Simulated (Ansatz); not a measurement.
# Ca on Cr(100): change of the work function, part 2 of 6

Wanted: Δφ(θ) for Ca/Cr(100), starting from the hollow site.

Ansatz 0.2.0; plane-wave DFT, LDA, Ansatz PAW.

So far: The structure; The clean slab.

**2. The clean slab (continued)**

Site moment by atom:

```
atom  site moment (μB)
 Cr1              2.29
 Cr2             -0.90
 Cr3              0.63
 Cr4             -0.70
 Cr5              1.49
```

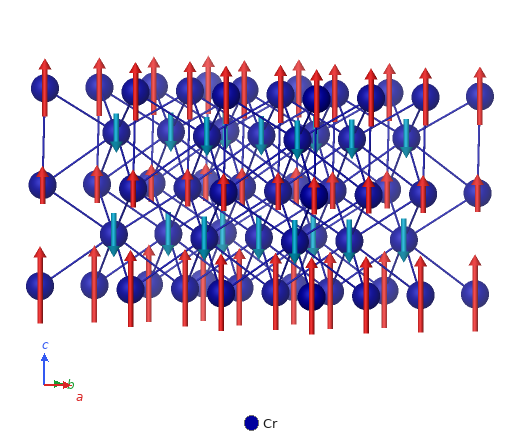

Site moment as arrows, the longest 2.29 μB. Up and down stand for the sign. Arrows give size and sign along the axis of quantisation, drawn up and down the page. Each arrow also spans its atom, so small moments look longer than they are. The two directions have two colours. 3×3×1 cells are drawn. Some periodic images of atoms are drawn too.

The relaxation took 5 steps and lowered the energy by 0.27 eV; the largest force on the free atoms ends at 0.0013 eV/Å.

The work function of the upper face is 4.12 eV.

**3. Adsorbate added, coverage 0.25 ML**

System of this step: Ca/Cr(100). The cell holds 21 atoms: 20 Cr and 1 Ca. Its edges and angles: a = 5.760 Å, b = 5.760 Å, c = 26.000 Å, α = 90.0°, β = 90.0°, γ = 90.0°. Vacuum lies along c.

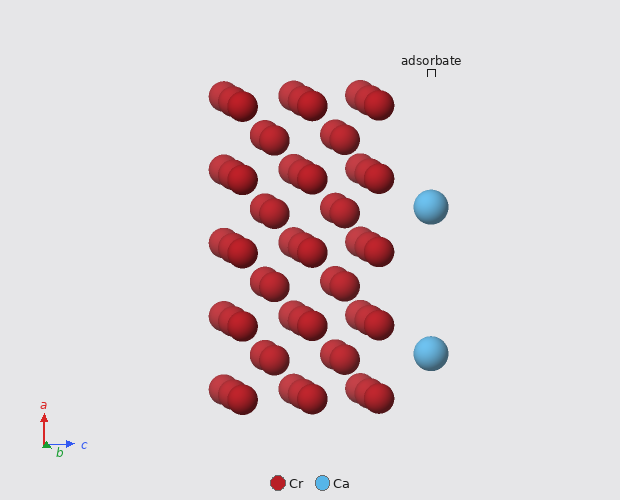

The cell of this step (chromium red, calcium blue). 2×1×1 cells are drawn. Some periodic images of atoms are drawn too.

The clean slab as it ended is repeated in the plane and the adsorbate is set on one face; the cell's size fixes the coverage, and the k-mesh shrinks with it to keep the sampling density about even. Adsorbate and upper layers relax, since the dipole depends on the height.

The input, input.yaml:

```yaml
crystal:
  lattice:
    - [5.76, 0.0, 0.0]
    - [0.0, 5.76, 0.0]
    - [0.0, 0.0, 26.0000219474]
  atoms:
    - { symbol: Cr, position: [0.0, 0.0, 0.346153554], spin: 2.29 }
    - { symbol: Cr, position: [0.25, 0.25, 0.4015381226], spin: -0.9 }
    - { symbol: Cr, position: [0.0, 0.0, 0.452141619], spin: 0.63 }
    - { symbol: Cr, position: [0.25, 0.25, 0.5083936953], spin: -0.7 }
    - { symbol: Cr, position: [0.0, 0.0, 0.553607495], spin: 1.49 }
    - { symbol: Cr, position: [0.0, 0.5, 0.346153554], spin: 2.29 }
    - { symbol: Cr, position: [0.25, 0.75, 0.4015381226], spin: -0.9 }
    - { symbol: Cr, position: [0.0, 0.5, 0.452141619], spin: 0.63 }
    - { symbol: Cr, position: [0.25, 0.75, 0.5083936953], spin: -0.7 }
    - { symbol: Cr, position: [0.0, 0.5, 0.553607495], spin: 1.49 }
    - { symbol: Cr, position: [0.5, 0.0, 0.346153554], spin: 2.29 }
    - { symbol: Cr, position: [0.75, 0.25, 0.4015381226], spin: -0.9 }
    - { symbol: Cr, position: [0.5, 0.0, 0.452141619], spin: 0.63 }
    - { symbol: Cr, position: [0.75, 0.25, 0.5083936953], spin: -0.7 }
    - { symbol: Cr, position: [0.5, 0.0, 0.553607495], spin: 1.49 }
    - { symbol: Cr, position: [0.5, 0.5, 0.346153554], spin: 2.29 }
    - { symbol: Cr, position: [0.75, 0.75, 0.4015381226], spin: -0.9 }
    - { symbol: Cr, position: [0.5, 0.5, 0.452141619], spin: 0.63 }
    - { symbol: Cr, position: [0.75, 0.75, 0.5083936953], spin: -0.7 }
    - { symbol: Cr, position: [0.5, 0.5, 0.553607495], spin: 1.49 }
    - { symbol: Ca, position: [0.25, 0.25, 0.653846446] }
magnetization:
  spin_polarized: true
kpoints:
  mp_grid: { grid: [5, 5, 1] }
hamiltonian:
  xc: lda
scf:
  occupations: { method: fermi_dirac, width: 0.1 }
  convergence: { dr2_threshold: 1.0e-08 }
efield:
  axis: 3
  dipole_correction: true
  ramp_position: 0.97
  ramp_width: 0.06
relax:
  f_tol: 0.02
  max_steps: 60
  constraints: [{ sites: [0, 1, 5, 6, 10, 11, 15, 16] }]
output:
  bader: true
  dos: { projected: true, e_range: [-8, 4] }
  write_potential: true
  write_density: true
  volumetric_format: npy
  elf: true
```

Started as:

```
$ ansatz run input.yaml --threads 4 --pin off --max-ram 12288MiB --backend cpu --events-out ev --progress --plain --runs-dir out
```

Numbers of over 12 decimals in the logs are rounded to 6 here.

Log:

```text
[...]
Crystal: 21 atoms, lattice volume = 862.618 Å³
Basis set: ecut = 420 eV, 16971 PW (Γ)
Bands: 189, of which v1, the nominal top of the filled ones, is band 145 counted from 1 (144 counted from 0)
Symmetry: 8 space group operations
k-points: 6 of 25
[...]
Starting moments: Σ|m| = 24.04 μB on 20 of 21 sites
[...]
SCF iter   1: F=—  HF=-68268.235225 eV  |F-HF|=—  |Δ(HF+E_count)|=         —  Δρ=5.90e-2 (↑5.90e-2 ↓5.46e-2)  dr2=1.59e2  dr2_m=6.20e-1  M=10.265 μB ∫|m|=18.939 μB  β_m=1.00  ethr=3.10e-3  p=-0.000 e·Å  D=-1.22e-6 V/Å  ΔV_dip=0.00 eV  dr2_dipole=1.09e0  V_vac-E_F(+/−)=6.58/6.58 eV  ⟨swp⟩=11.5  Hψ=12965  notcnv=0
[...]
SCF iter  21: F=-68216.848041 eV  HF=-68216.848041 eV  |F-HF|=3.49e-10  |Δ(HF+E_count)|=  2.62e-10  Δρ=8.65e-8 (↑8.56e-8 ↓8.65e-8)  dr2=3.03e-10  dr2_m=6.19e-12  M=13.193 μB ∫|m|=26.352 μB  ethr=1.00e-12  p=0.281 e·Å  D=5.89e-2 V/Å  ΔV_dip=-1.53 eV  dr2_dipole=6.70e-12  V_vac-E_F(+/−)=2.50/4.03 eV  ⟨swp⟩=5.8  Hψ=10300  notcnv=0
SCF 1 converged in 21 iterations: F = -68216.848041 eV  dr2 = 3.03e-10
[...]
relax step   1: F+E_penalty+E_count = -68216.84804148 eV  Δ(F+E_penalty+E_count) = +0.000e0 eV  max|allowed force component| = 1.127e0 eV/Å  Δτ_max = 0.0000 Å  (21 SCF iters, accepted)
[...]
SCF iter   1: F=—  HF=-68217.072732 eV  |F-HF|=—  |Δ(HF+E_count)|=         —  Δρ=1.65e-3 (↑1.56e-3 ↓1.65e-3)  dr2=2.82e-1  dr2_m=7.46e-3  M=13.006 μB ∫|m|=26.127 μB  β_m=1.00  ethr=4.71e-5  p=0.281 e·Å  D=5.89e-2 V/Å  ΔV_dip=-1.53 eV  dr2_dipole=5.88e-2  V_vac-E_F(+/−)=2.52/4.06 eV  ⟨swp⟩=2.0  Hψ=9397  notcnv=0
[...]
eigensolver tolerance schedule calibrated: the retry pair's looser diagonalisation under-reported the residual by θ = 0.52 (0.28/decade); ethr = c·dr2/N_el runs at the constant in force after the calibration composes with the one it found (an armed cap, an earlier calibration), c = 1.2e-2
[...]
SCF iter   2: F=—  HF=-68217.061518 eV  |F-HF|=—  |Δ(HF+E_count)|=   1.12e-2  Δρ=1.03e-3 (↑8.42e-4 ↓1.03e-3)  dr2=1.24e-1  dr2_m=1.55e-3  M=12.964 μB ∫|m|=25.996 μB  β_m=0.49  ethr=1.21e-5  p=0.286 e·Å  D=5.99e-2 V/Å  ΔV_dip=-1.56 eV  dr2_dipole=2.92e-2  V_vac-E_F(+/−)=2.49/4.05 eV  ⟨swp⟩=2.0  Hψ=3398  notcnv=0
[...]
SCF iter  14: F=-68217.053960 eV  HF=-68217.053960 eV  |F-HF|=1.03e-9  |Δ(HF+E_count)|=   6.07e-9  Δρ=1.75e-7 (↑1.75e-7 ↓1.34e-7)  dr2=6.04e-10  dr2_m=8.23e-11  M=13.053 μB ∫|m|=26.096 μB  ethr=1.00e-12  p=0.287 e·Å  D=6.02e-2 V/Å  ΔV_dip=-1.57 eV  dr2_dipole=5.57e-12  V_vac-E_F(+/−)=2.47/4.03 eV  ⟨swp⟩=6.8  Hψ=13651  notcnv=0
SCF 2 converged in 14 iterations: F = -68217.053960 eV  dr2 = 6.04e-10
relax step   2: F+E_penalty+E_count = -68217.05395963 eV  Δ(F+E_penalty+E_count) = -2.059e-1 eV  max|allowed force component| = 8.357e-1 eV/Å  Δτ_max = 0.1964 Å  (14 SCF iters, accepted)
SCF iter   1: F=—  HF=-68217.213844 eV  |F-HF|=—  |Δ(HF+E_count)|=         —  Δρ=2.36e-3 (↑2.05e-3 ↓2.36e-3)  dr2=4.24e-1  dr2_m=1.73e-2  M=12.760 μB ∫|m|=25.775 μB  β_m=1.00  ethr=1.04e-3  p=0.287 e·Å  D=6.02e-2 V/Å  ΔV_dip=-1.57 eV  dr2_dipole=9.79e-2  V_vac-E_F(+/−)=2.49/4.06 eV  ⟨swp⟩=7.2  Hψ=7289  notcnv=0
[...]
SCF iter  14: F=-68217.189633 eV  HF=-68217.189633 eV  |F-HF|=4.21e-9  |Δ(HF+E_count)|=  6.11e-10  Δρ=3.01e-7 (↑2.22e-7 ↓3.01e-7)  dr2=3.04e-9  dr2_m=1.75e-10  M=12.789 μB ∫|m|=25.675 μB  ethr=2.59e-12  p=0.283 e·Å  D=5.94e-2 V/Å  ΔV_dip=-1.54 eV  dr2_dipole=4.60e-10  V_vac-E_F(+/−)=2.48/4.03 eV  ⟨swp⟩=6.3  Hψ=13250  notcnv=0
SCF 3 converged in 14 iterations: F = -68217.189633 eV  dr2 = 3.04e-9
[...]
relax step   3: F+E_penalty+E_count = -68217.18963303 eV  Δ(F+E_penalty+E_count) = -1.357e-1 eV  max|allowed force component| = 3.504e-1 eV/Å  Δτ_max = 0.1976 Å  (14 SCF iters, accepted)
[...]
relax step   4: F+E_penalty+E_count = -68217.21863876 eV  Δ(F+E_penalty+E_count) = -2.901e-2 eV  max|allowed force component| = 1.822e-1 eV/Å  Δτ_max = 0.1947 Å  (13 SCF iters, accepted)
[...]
relax step   5: F+E_penalty+E_count = -68217.22558238 eV  Δ(F+E_penalty+E_count) = -6.944e-3 eV  max|allowed force component| = 3.211e-2 eV/Å  Δτ_max = 0.0418 Å  (12 SCF iters, accepted)
[...]
relax step   6: F+E_penalty+E_count = -68217.22555369 eV  Δ(F+E_penalty+E_count) = +2.869e-5 eV  max|allowed force component| = 3.537e-2 eV/Å  Δτ_max = 0.0046 Å  (10 SCF iters, rejected (line search))
SCF iter   1: F=—  HF=-68217.226175 eV  |F-HF|=—  |Δ(HF+E_count)|=         —  Δρ=2.31e-4 (↑2.31e-4 ↓1.42e-4)  dr2=6.89e-4  dr2_m=1.64e-4  M=12.300 μB ∫|m|=24.461 μB  β_m=1.00  ethr=1.47e-6  p=0.278 e·Å  D=5.84e-2 V/Å  ΔV_dip=-1.52 eV  dr2_dipole=1.47e-4  V_vac-E_F(+/−)=2.51/4.02 eV  ⟨swp⟩=2.4  Hψ=4200  notcnv=0
[...]
SCF iter  10: F=-68217.225759 eV  HF=-68217.225759 eV  |F-HF|=3.48e-9  |Δ(HF+E_count)|=   1.67e-9  Δρ=1.80e-7 (↑1.80e-7 ↓1.58e-7)  dr2=2.60e-9  dr2_m=5.62e-11  M=12.284 μB ∫|m|=24.420 μB  ethr=1.00e-12  p=0.279 e·Å  D=5.85e-2 V/Å  ΔV_dip=-1.52 eV  dr2_dipole=5.37e-10  V_vac-E_F(+/−)=2.51/4.03 eV  ⟨swp⟩=6.2  Hψ=13158  notcnv=0
SCF 7 converged in 10 iterations: F = -68217.225759 eV  dr2 = 2.60e-9
relax step   7: F+E_penalty+E_count = -68217.22575929 eV  Δ(F+E_penalty+E_count) = -1.769e-4 eV  max|allowed force component| = 7.349e-3 eV/Å  Δτ_max = 0.0023 Å  (10 SCF iters, accepted)
NSCF: frozen V_eff on 6 k-points
the band table was solved once a step of the walk had ended and its energy, with any forces and stress, was formed, with the checks that follow a solve (8067 applications of the Hamiltonian). They found nothing against the state; the energy, forces and stress were not computed again (output.eigenvalues in the input reference)
[...]
SCF converged after 10 iterations
Magnetization: 12.2839 μB (151.1419 up, 138.8581 down)
Absolute magnetization: 24.4205 μB (∫|ρ↑−ρ↓|, with the PAW one-centre terms)
[...]
Per-site moments (μB) at R_I (Å): [(2.283795, 1.028838), (-0.843800, 0.996594), (0.568789, 0.996594), (-0.533789, 0.983478), (1.080611, 0.952600), (2.283795, 1.028838), (-0.856142, 0.999889), (0.568789, 0.996594), (-0.535169, 0.968634), (1.080611, 0.952600), (2.283795, 1.028838), (-0.856142, 0.999889), (0.568789, 0.996594), (-0.535169, 0.968634), (1.080611, 0.952600), (2.283795, 1.028838), (-0.880217, 1.003173), (0.568789, 0.996594), (-0.506200, 0.952600), (1.080611, 0.952600), (0.055642, 1.217229)]
Free energy (F): -68217.225759 eV
[...]
Internal energy: -68216.488991 eV  (E = F + TS)
E sigma→0 (E₀):  -68216.857375 eV
Entropy (-TS):   -0.736769 eV (-35.084 meV/atom)
Fermi energy:    3.168267 eV
Dipole field:    D = 0.058521 V/Å  (p = 0.278978 e·Å, saw-weighted, corrected)
Work function:   Φ+ = 2.5069 eV   Φ− = 4.0284 eV
[...]
--- Forces (eV/Å), atoms counted from 1 ---
  atom   1  Cr    -0.00986740    -0.00986740     1.10127833
  atom   2  Cr    -0.00000000     0.00000000    -1.00236989
  atom   3  Cr    -0.00131127    -0.00131127     0.00157972
  atom   4  Cr     0.00000000    -0.00000000     0.00030136
  atom   5  Cr    -0.00130173    -0.00130173     0.00331828
  atom   6  Cr    -0.00986740     0.00986740     1.10127833
  atom   7  Cr    -0.00000000     0.00000000    -1.09334092
  atom   8  Cr    -0.00131127     0.00131127     0.00157972
  atom   9  Cr    -0.00000000    -0.00000000    -0.00573067
  atom  10  Cr    -0.00130173     0.00130173     0.00331828
  atom  11  Cr     0.00986740    -0.00986740     1.10127833
  atom  12  Cr    -0.00000000     0.00000000    -1.09334092
  atom  13  Cr     0.00131127    -0.00131127     0.00157972
  atom  14  Cr     0.00000000    -0.00000000    -0.00573067
  atom  15  Cr     0.00130173    -0.00130173     0.00331828
  atom  16  Cr     0.00986740     0.00986740     1.10127833
  atom  17  Cr    -0.00000000     0.00000000    -1.22264210
  atom  18  Cr     0.00131127     0.00131127     0.00157972
  atom  19  Cr    -0.00000000    -0.00000000    -0.00734856
  atom  20  Cr     0.00130173     0.00130173     0.00331828
  atom  21  Ca     0.00000000     0.00000000     0.00576836
  max |Σ_I F_I| component: 2.71e-4 eV/Å
--- Band table (eV; the first three rows and the last of 12) ---
  k-point 0 ↑: bands = [... 141 lower, 2.6716, 2.6758, 2.6977, 2.6977, 3.1843, 3.3225, 3.3676, 3.3834, ... 40 higher]
  k-point 1 ↑: bands = [... 141 lower, 2.6387, 2.7895, 2.8748, 2.9589, 2.9641, 3.0260, 3.0595, 3.1635, ... 40 higher]
  k-point 2 ↑: bands = [... 141 lower, 2.5974, 2.6484, 2.6611, 2.7526, 2.8061, 2.9371, 2.9725, 3.0892, ... 40 higher]
  k-point 5 ↓: bands = [... 141 lower, 3.4104, 3.5141, 3.5879, 3.6931, 3.7404, 3.7587, 3.8035, 3.8491, ... 40 higher]
--- Relaxed structure (7 steps of the walk, 6 accepted, 0 SCFs on fresh bases) ---
  F+E_penalty+E_count = -68217.22575929 eV   max|allowed force component| = 7.349e-3 eV/Å
  atoms:
    - { symbol: Cr, position: [0.0, 0.0, 0.346153554] }
    - { symbol: Cr, position: [0.250000, 0.250000, 0.4015381226] }
    - { symbol: Cr, position: [0.0011653, 0.0011653, 0.452102] }
    - { symbol: Cr, position: [0.250000, 0.250000, 0.509805] }
    - { symbol: Cr, position: [-0.00786476, -0.00786476, 0.553185] }
    - { symbol: Cr, position: [0.0, 0.500000, 0.346153554] }
    - { symbol: Cr, position: [0.250000, 0.75, 0.4015381226] }
    - { symbol: Cr, position: [0.0011653, 0.498835, 0.452102] }
    - { symbol: Cr, position: [0.250000, 0.75, 0.508286] }
    - { symbol: Cr, position: [-0.00786476, 0.507865, 0.553185] }
    - { symbol: Cr, position: [0.500000, 0.0, 0.346153554] }
    - { symbol: Cr, position: [0.75, 0.250000, 0.4015381226] }
    - { symbol: Cr, position: [0.498835, 0.0011653, 0.452102] }
    - { symbol: Cr, position: [0.75, 0.250000, 0.508286] }
    - { symbol: Cr, position: [0.507865, -0.00786476, 0.553185] }
    - { symbol: Cr, position: [0.500000, 0.500000, 0.346153554] }
    - { symbol: Cr, position: [0.75, 0.75, 0.4015381226] }
    - { symbol: Cr, position: [0.498835, 0.498835, 0.452102] }
    - { symbol: Cr, position: [0.75, 0.75, 0.506988] }
    - { symbol: Cr, position: [0.507865, 0.507865, 0.553185] }
    - { symbol: Ca, position: [0.250000, 0.250000, 0.632897] }
--- Bader charges: 21 sites ---
  site symbol  charge [e]  shift [e]    m [muB]
     0     Cr      0.0450     0.0001     2.6762
     1     Cr     -0.0595     0.0002    -0.9043
     2     Cr      0.0475     0.0004     0.6005
     3     Cr     -0.0225     0.0001    -0.5706
     4     Cr     -0.2286     0.0001     1.2648
     5     Cr      0.0450     0.0001     2.6762
     6     Cr     -0.0582     0.0002    -0.9177
     7     Cr      0.0475     0.0004     0.6005
     8     Cr     -0.0086     0.0001    -0.5721
     9     Cr     -0.2286     0.0001     1.2648
    10     Cr      0.0450     0.0001     2.6762
    11     Cr     -0.0582     0.0002    -0.9177
    12     Cr      0.0476     0.0004     0.6005
    13     Cr     -0.0086     0.0001    -0.5721
    14     Cr     -0.2286     0.0001     1.2648
    15     Cr      0.0450     0.0001     2.6762
    16     Cr     -0.0580     0.0002    -0.9430
    17     Cr      0.0476     0.0004     0.6005
    18     Cr     -0.0455     0.0003    -0.5416
    19     Cr     -0.2285     0.0001     1.2648
    20     Ca      0.8630     0.0000     0.0570
  estimated error of the sums over rays = 9.0e-4 e
```

It took 18 min on 4 threads of Intel Xeon Platinum 8259CL at 2.50GHz (Skylake/Cascade Lake), shared host; peak memory 4.3 GiB.

Step by step:

| step | energy less that of the first step (eV) | largest force component (eV/Å) |
| --- | --- | --- |
| 1 | 0.0000 | 1.1269 |
| 2 | -0.2059 | 0.8357 |
| 3 | -0.3416 | 0.3504 |
| 4 | -0.3706 | 0.1822 |
| 5 | -0.3775 | 0.0321 |
| 6 | -0.3775 | 0.0354 |
| 7 | -0.3777 | 0.0073 |

Relaxation step 6 was tried and not accepted.

The run keeps the 8 symmetry operations that it works with, so distortions that break them were not tested.

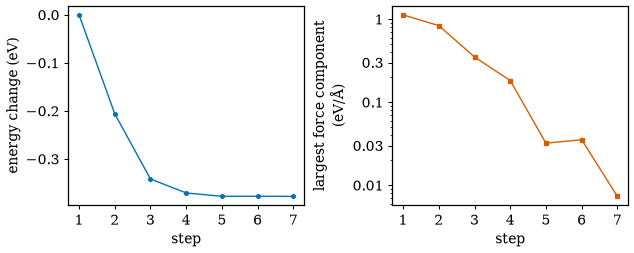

Energy and largest force along the relaxation.

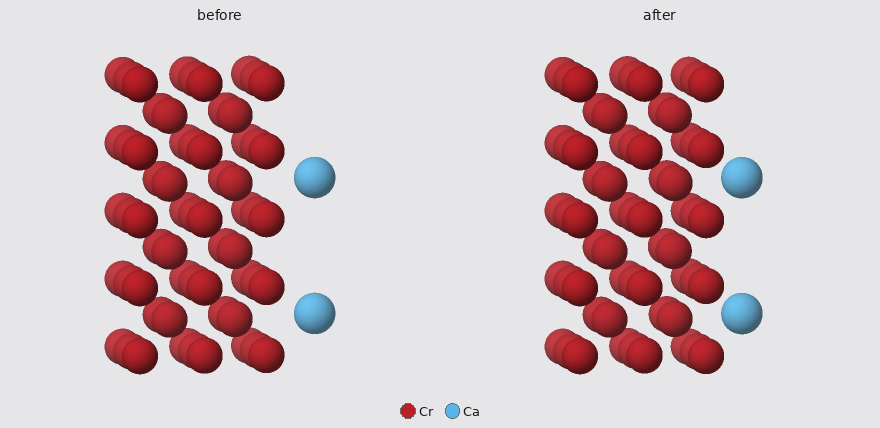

Before and after, at one scale.

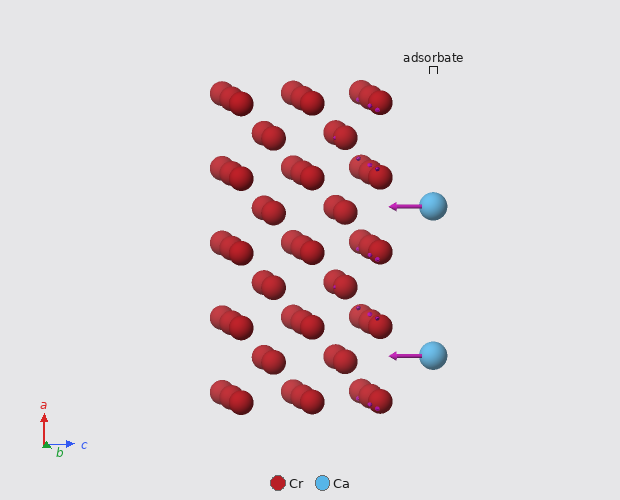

Displacements in the relaxation, exaggerated; the longest in the cell stands for 0.54 Å. 2×1×1 cells are drawn. Some periodic images of atoms are drawn too.

The atoms that moved most (Å):

| atom | dx | dy | dz | length |
| --- | --- | --- | --- | --- |
| Ca21 | 0.000 | 0.000 | -0.545 | 0.545 |
| Cr20 | 0.045 | 0.045 | -0.011 | 0.065 |
| Cr15 | 0.045 | -0.045 | -0.011 | 0.065 |
| Cr10 | -0.045 | 0.045 | -0.011 | 0.065 |
| Cr5 | -0.045 | -0.045 | -0.011 | 0.065 |
| Cr4 | 0.000 | 0.000 | 0.037 | 0.037 |
| Cr19 | 0.000 | 0.000 | -0.037 | 0.037 |
| Cr3 | 0.007 | 0.007 | -0.001 | 0.010 |

Final coordinates:

```xyz
21
Lattice="5.7600 0.0000 0.0000 0.0000 5.7600 0.0000 0.0000 0.0000 26.0000" Properties=species:S:1:pos:R:3
Cr    0.0000    0.0000    9.0000
Cr    1.4400    1.4400   10.4400
Cr    0.0067    0.0067   11.7547
Cr    1.4400    1.4400   13.2549
Cr   -0.0453   -0.0453   14.3828
Cr    0.0000    2.8800    9.0000
Cr    1.4400    4.3200   10.4400
Cr    0.0067    2.8733   11.7547
Cr    1.4400    4.3200   13.2154
Cr   -0.0453    2.9253   14.3828
Cr    2.8800    0.0000    9.0000
Cr    4.3200    1.4400   10.4400
Cr    2.8733    0.0067   11.7547
Cr    4.3200    1.4400   13.2154
Cr    2.9253   -0.0453   14.3828
Cr    2.8800    2.8800    9.0000
Cr    4.3200    4.3200   10.4400
Cr    2.8733    2.8733   11.7547
Cr    4.3200    4.3200   13.1817
Cr    2.9253    2.9253   14.3828
Ca    1.4400    1.4400   16.4553
```

Numbers from this step:

* energy at zero smearing: -68216.8574 eV
* total moment: 12.28 μB
* work function, upper face: 2.507 eV
* work function, lower face: 4.028 eV
* dipole along the normal: 0.2790 e·Å
* step between the vacuum levels: -1.522 eV

Running mean over 1.44 Å of the planar mean; the ramp of the sawtooth is left out. Electron's electrostatic potential energy less the Fermi level against z:

```
z (Å)  electron's electrostatic potential energy less the Fermi level (eV)
    4                                                                 4.03
    6                                                                 3.96
    8                                                                -1.10
   10                                                                -9.71
   12                                                                -9.77
   14                                                                -11.7
   16                                                               -0.337
   18                                                                 2.00
   20                                                                 2.49
   22                                                                 2.51
```

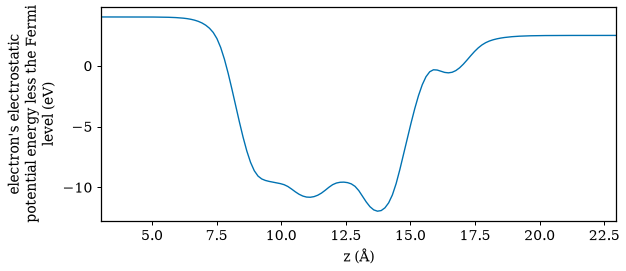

Electron's electrostatic potential energy less the Fermi level against z.

The density of states has structure finer than the step of the table below, so its rows give means over 0.5 eV, whole bins alone (the curve runs from -8 to 1.8 eV). Peaks (eV: height): total 0.57: 72.1, 0.84: 66.7, 1.02: 69.5, 1.08: 62.9, 1.17: 64.6, 1.41: 75.4, 1.56: 71.3; up -2.17: 34.5, -2.02: 34.1, -1.32: 36.2, 1.17: 42.1, 1.41: 41.9, 1.56: 44.6, 1.62: 37.0; down -2.86: 31.3, 0.57: 60.5, 0.84: 40.5, 0.99: 52.0, 1.08: 51.5, 1.44: 40.8, 1.50: 33.2.

Density of states against energy, zero at the Fermi level; means over each step; values in states/eV a cell:

```
energy (eV)  total     up   down
       -7.5      0      0      0
       -7.0  0.947  0.517  0.430
       -6.5   1.77  0.934  0.832
       -6.0   1.05  0.468  0.578
       -5.5   3.06   1.62   1.43
       -5.0   3.12   1.61   1.51
       -4.5   6.57   3.56   3.01
       -4.0   14.0   8.03   6.00
       -3.5   23.4   13.5   9.98
       -3.0   27.0   12.1   15.0
       -2.5   27.6   17.2   10.5
       -2.0   31.8   19.3   12.5
       -1.5   35.9   19.5   16.4
       -1.0   31.1   15.3   15.8
       -0.5   25.1   15.4   9.71
        0.0   20.9   13.3   7.61
        0.5   30.5   13.9   16.7
        1.0   48.5   19.6   28.9
        1.5   49.4   25.0   24.4
```

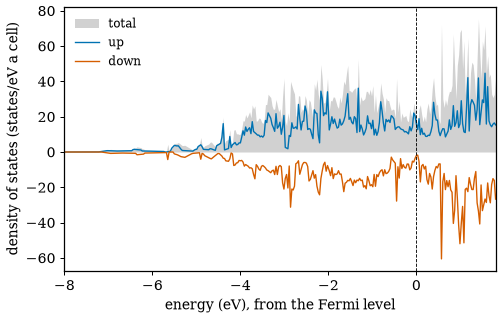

Density of states against energy. Down spins are drawn negative.

(Part 2 of 6 ends here.)

[Logs are printed without paths, hosts, clocks, repeated set-up lines and the standing remarks that a program may print on its own settings, such as how far it seeks lower states.]

[Hosts, paths, dates, database ids (printed as entryN), source tags and the programs' standing remarks are cut or masked in the printed files.]

[Maps of the electrostatic potential energy from Ansatz leave out the sawtooth potential of an applied field or a dipole correction, so their vacuum need not be flat; planar profiles and work functions include it.]
